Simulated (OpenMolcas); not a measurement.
**SiN2H6O (SMILES N[SiH](N)O): the energy, rung by rung**

SiN2H6O has 10 atoms, charge 0, and is taken as a singlet. As SMILES, `N[SiH](N)O`. The coordinates come from a PBE0-D4/def2-TZVP relaxation. This is one conformer, not always the lowest.

```xyz
10

N    -0.7755    1.2155   -0.1378
Si    0.4923    0.0857    0.0871
N    -0.2486   -1.2498    0.8474
O     1.2067   -0.1183   -1.3842
H    -0.6207    2.0363   -0.7002
H    -1.4132    1.4053    0.6182
H     1.6427    0.4595    0.9440
H    -1.1235   -1.6250    0.5197
H     0.3023   -1.9429    1.3253
H     0.6208   -0.3174   -2.1166
```

Quantity: the energy change with the Si2–N3 bond stretched from 1.706 to 1.962 Å, in eV. The values are calculated.

```tsv
level	kind	program	value (eV)	less CCSD(T)/def2-SVP	CPU time (all runs)
HF/def2-SVP (unrestricted)	Hartree–Fock	OpenMolcas	0.66	+0.08	13 s
SVWN5/def2-SVP (restricted)	LDA	OpenMolcas	0.61	+0.03	38 s
BLYP/def2-SVP (restricted)	GGA	OpenMolcas	0.45	-0.13	58 s
PBE/def2-SVP (restricted)	GGA	OpenMolcas	0.49	-0.09	56 s
revPBE/def2-SVP (restricted)	GGA	OpenMolcas	0.44	-0.14	55 s
TPSS/def2-SVP (restricted)	meta-GGA	OpenMolcas	0.51	-0.07	75 s
r2SCAN/def2-SVP (restricted)	meta-GGA	OpenMolcas	0.57	-0.01	67 s
CCSD(T)/def2-SVP (restricted)	coupled cluster or CI	OpenMolcas	0.58	0.00	2.2 min
```

CCSD(T)/def2-SVP (restricted) is the highest level here, not the true value. The first shape isn't each level's own minimum. The values span 0.44 to 0.66 eV. Times are those of the runs behind each value, whatever else they computed, on shared processors of several kinds: orders of magnitude only.

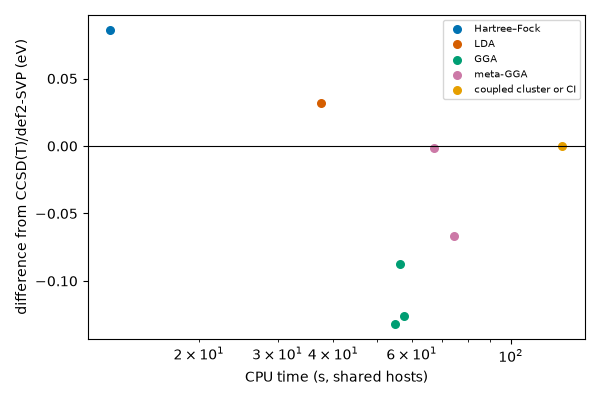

Difference from CCSD(T)/def2-SVP against processor time, one point a level.
